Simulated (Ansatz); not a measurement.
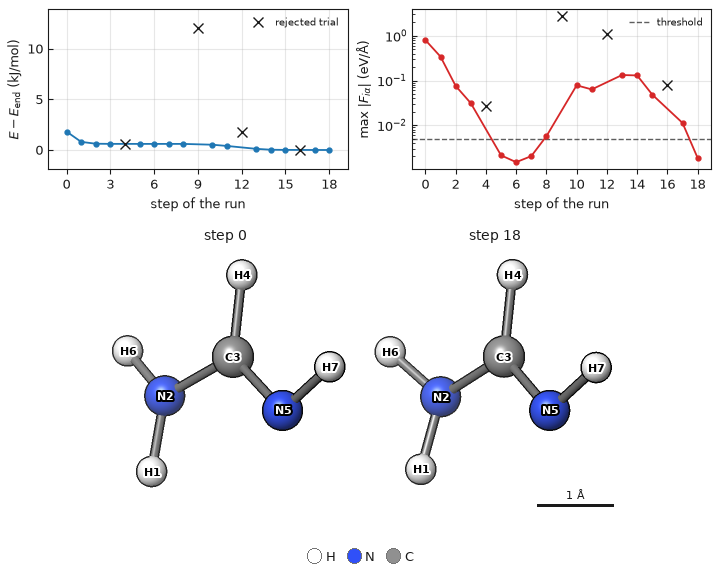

First and last geometry of a relaxation of CH4N2, with the history of the run. The picture is a ball-and-stick view, seen from a free direction.

It is one of the separated reactants of a reaction.

The calculation used Ansatz, RKS PBE0-D4/def2-TZVP.

Input
```yaml
crystal:
  periodic: [false, false, false]
  atoms:
    - {symbol: H, position_ang: [-0.227011, 0.459450, 0.983542]}
    - {symbol: N, position_ang: [0.771254, 0.653272, 0.896569]}
    - {symbol: C, position_ang: [1.420780, 0.232825, -0.204892]}
    - {symbol: H, position_ang: [2.487751, 0.485778, -0.207966]}
    - {symbol: N, position_ang: [0.843077, -0.400151, -1.153714]}
    - {symbol: H, position_ang: [1.263739, 1.144366, 1.615657]}
    - {symbol: H, position_ang: [1.504966, -0.624696, -1.886337]}
basis:
  gaussian: {orbitals: def2-TZVP}
hamiltonian: {xc: pbe0, dispersion: d4}
relax: {f_tol: 0.005, max_steps: 200}
```

> Read the history and describe the run.

It converged. The atom that moves furthest after the best rigid fit is N2 (0.13 Å). Largest moves by element: N 0.13 Å, H 0.12 Å, C 0.03 Å. Near-neighbour distances that change, for instance: N2–C3 1.346 → 1.361 Å, H1–N2 1.021 → 1.007 Å, C3–N5 1.279 → 1.269 Å. Bond angles that change, for instance: H1–N2–H6 120.9° → 117.0°, H1–N2–C3 118.8° → 116.6°. Over 14 accepted moves (18 points after the start) the energy falls by 1.82 kJ/mol. Largest force component: 0.8 eV/Å at the start, 0.0019 eV/Å at the end. The line search rejected the trial steps at points 4, 9, 12, 16 of the run. The forces were under the threshold at step 5, but the run went on from there. The run took roughly 40 core-seconds on a shared host.
